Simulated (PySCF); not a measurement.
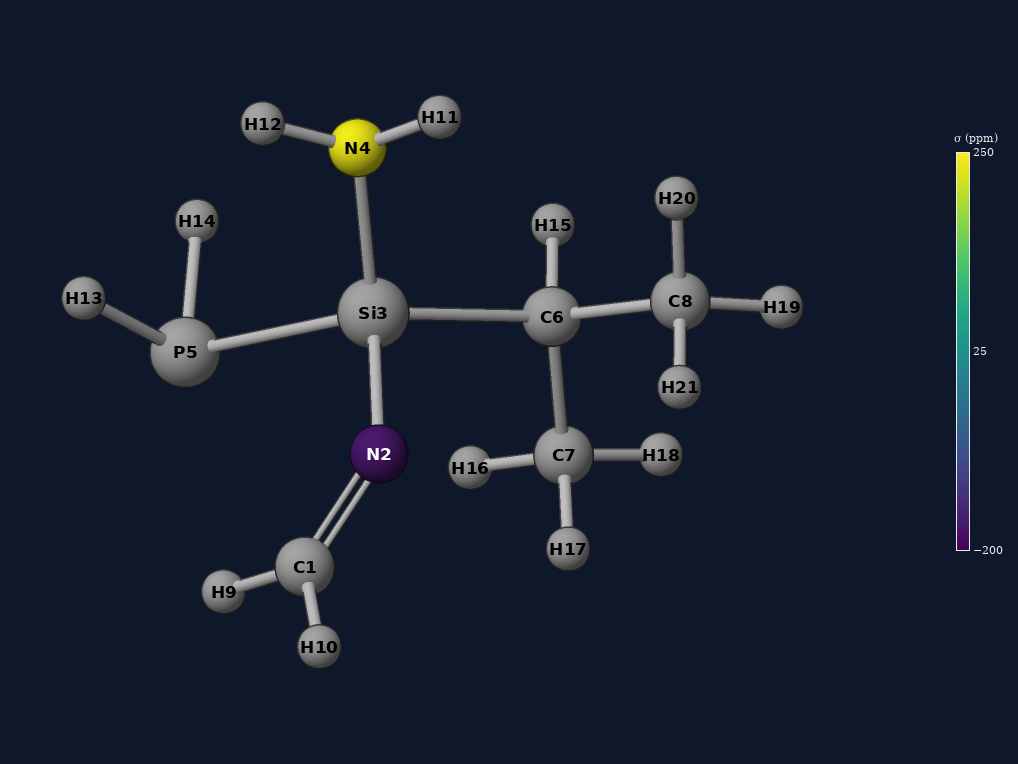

Atoms are coloured by their isotropic NMR shieldings (N only, the others grey). The computed structure is the end point of a GFN2-xTB optimisation. No frequency run is at hand to confirm it as a minimum. Level of theory: GIAO PBE0/pcSseg-1 NMR shielding, non-relativistic, gas phase (PySCF 2.14.0).

Give the isotropic NMR shieldings of the N atoms atom by atom.

```
atom  σ (ppm)
  N2   −170.1
  N4    235.2
```

The geometry is semi-empirical. Around P, Si such bond lengths and angles can be off by a tenth of an ångström or more and by several degrees, and values that hang on the shape move with them.
